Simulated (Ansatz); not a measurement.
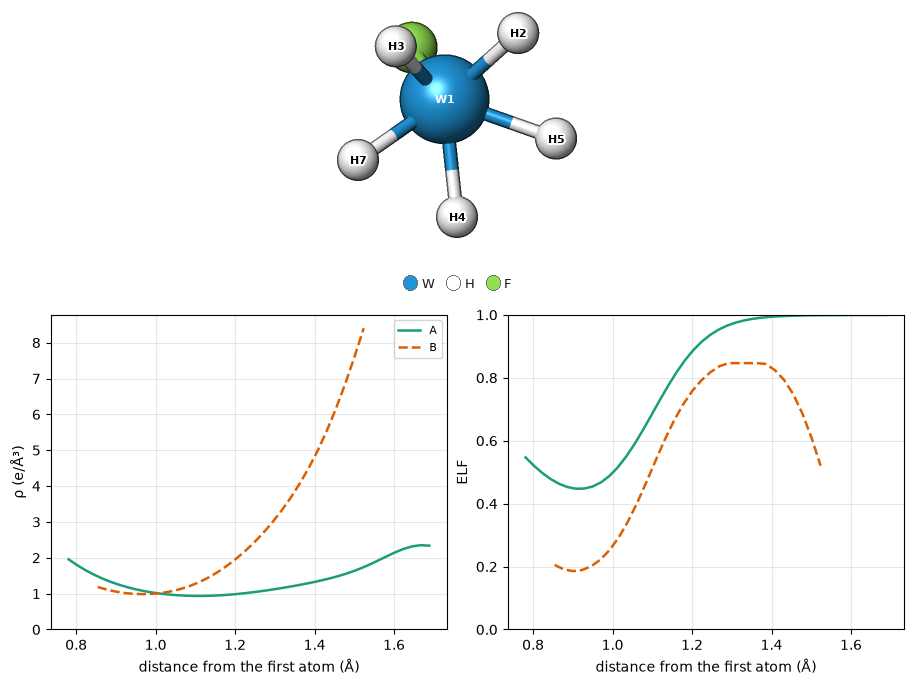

The picture shows: FH₅W. Electron density and electron localisation function along straight lines between neighbouring atoms. The curves leave out the atomic cores. The structure is drawn too.

Core potentials replace the inner electrons of W.

Computed with Ansatz 0.2.0, RKS B3LYP-D4/def2-SVPD.

```xyz
7

W     0.0795   -0.2463    0.0795
H     0.4263    0.0640    1.7028
H     1.7028    0.0640    0.4263
H    -0.8146    0.8731   -0.8146
H    -1.1295    0.5641    0.9359
F    -0.3009   -2.0130   -0.3009
H     0.9359    0.5641   -1.1295
```

Question: Which curve belongs to which contact (W–F and W–H)? The first atom named is at distance zero.

Answer: Curve A: W–H (1.69 Å): ρ at the midpoint is about 1.5 e/Å³; the ELF climbs to about 1 towards the hydrogen. Curve B: W–F (1.85 Å): ρ at the midpoint is about 1 e/Å³; the ELF peaks at about 0.85 in the valence shell of F, 0.6 Å from its nucleus, and drops to about 0.20 between the two atoms.
